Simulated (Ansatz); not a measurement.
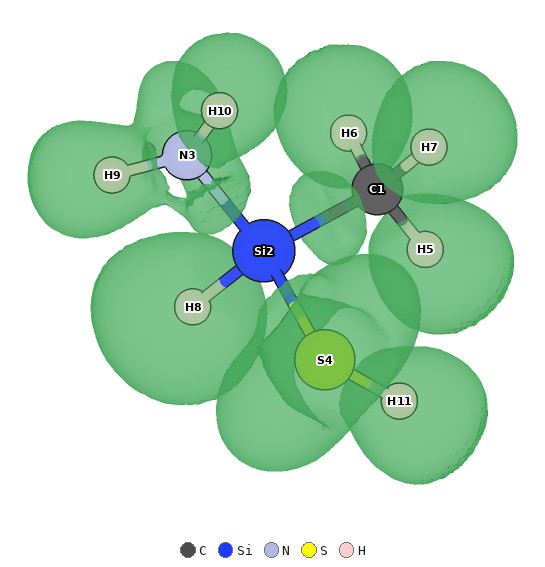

Figure 1: CH7NSSi (SMILES C[SiH](N)S). Isosurface of the electron localisation function at 0.8 (green), seen at a tilt. Only the valence region is drawn (cores and ρ < 0.01 e/Å³ removed).

These are results of RKS PBE-D4/def2-SVP (Ansatz 0.2.0), not measurements.

Input

```
crystal:
  periodic: [false, false, false]
  atoms:
    - { symbol: C, position_ang: [-1.0004, 0.9487, -0.304] }
    - { symbol: Si, position_ang: [0.0854, -0.347, 0.2082] }
    - { symbol: "N", position_ang: [1.5522, 0.2435, 0.7294] }
    - { symbol: S, position_ang: [0.6283, -1.6178, -1.4246] }
    - { symbol: H, position_ang: [-2.0008, 0.5842, -0.6894] }
    - { symbol: H, position_ang: [-1.2727, 1.6905, 0.5103] }
    - { symbol: H, position_ang: [-0.5971, 1.5962, -1.1227] }
    - { symbol: H, position_ang: [-0.4233, -1.1346, 1.3077] }
    - { symbol: H, position_ang: [1.49977, 1.28656, 0.97566] }
    - { symbol: H, position_ang: [2.23895, 0.23345, -0.05145] }
    - { symbol: H, position_ang: [-0.7119, -2.0123, -1.6622] }
basis:
  gaussian: { orbitals: def2-SVP }
hamiltonian:
  xc: pbe
  dispersion: d4
relax:
  f_tol: 0.015
  max_steps: 40
output:
  orbitals: {}
```

Launched as:

```sh
ansatz run input.yaml --threads 2 --pin off --max-ram 3072MiB --backend cpu --events-out ev --progress --plain --runs-dir out
```

The fields are those of the relaxed geometry.

**Identify the bonds, lone pairs and shells in this picture.**

The ELF exceeds this value in one region between bonded C–Si atoms (shared pairs), five regions around hydrogen nuclei, one region on S in which the atom's valence shell and bonds are merged and one joined region spread over several atoms (H, N), in which their bonds and any lone pairs are merged. Profiles from the grid: Si–N (1.74 Å): the ELF peaks at about 0.90 between the atoms, as expected for a shared but strongly polarised pair. C–Si (1.88 Å): the ELF peaks at about 0.95 between the atoms: localised, covalent bonding.
